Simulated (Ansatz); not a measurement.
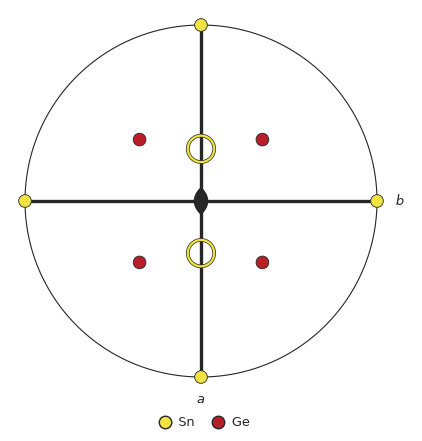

Crystal: Sn2Ge, the geometry relaxed (final pressure about 20 GPa) with DFT, PAW plane waves, pbesol (Ansatz 0.2.0); the starting structure was generated, so it need not be a known form of this composition. Directions from one tin atom at (1/2, 1/2, 0.927) to its bonded neighbours, in stereographic projection down c (filled: above the plane of the page or in it, open: below). Symmetry computed with spglib at a tolerance of 0.002 Å; standard conventional cell.

Neighbours are counted up to 3.25 Å for Sn, 3.16 Å for Ge. The symmetry elements of the site are drawn in: heavy lines are mirror planes (a heavy rim: a mirror in the plane of the page); lens, triangle, square and hexagon are 2-, 3-, 4- and 6-fold axes, a lens in an open square is −4, a triangle in an open hexagon −6; thin dashed diameters join the ends of axes that lie in the page; a small open circle marks inversion.

```
CELL_PARAMETERS angstrom
3.18409 0.00000 0.00000
0.00000 3.18409 0.00000
0.00000 0.00000 23.60386
ATOMIC_POSITIONS crystal
Sn 0.50000 0.50000 0.92692
Sn 0.00000 0.50000 0.67692
Sn 0.00000 0.50000 0.82308
Sn 0.00000 0.00000 0.57308
Ge 0.00000 0.00000 0.00000
Ge 0.50000 0.00000 0.75000
Sn 0.00000 0.00000 0.42692
Sn 0.50000 0.00000 0.17692
Sn 0.50000 0.00000 0.32308
Sn 0.50000 0.50000 0.07308
Ge 0.50000 0.50000 0.50000
Ge 0.00000 0.50000 0.25000
```

Q: How many neighbours are there, and at what angles?

A: 10: 4 Ge at 2.84 Å, 2 Sn at 2.92 Å, 4 Sn at 3.18 Å. Angles between bonds: 56° (8×), 57° (2×), 66° (1×), 68° (4×), 90° (8×), 102° (4×), 105° (2×), 123° (2×), 124° (8×), 145° (4×), 180° (2×).

Q: What is the site's symmetry in the crystal?

A: Point group mm2 (C2v), order 4: one twofold axis, two mirror planes. In I4₁/amd, No. 141, origin choice 1 this is Wyckoff position 8e.
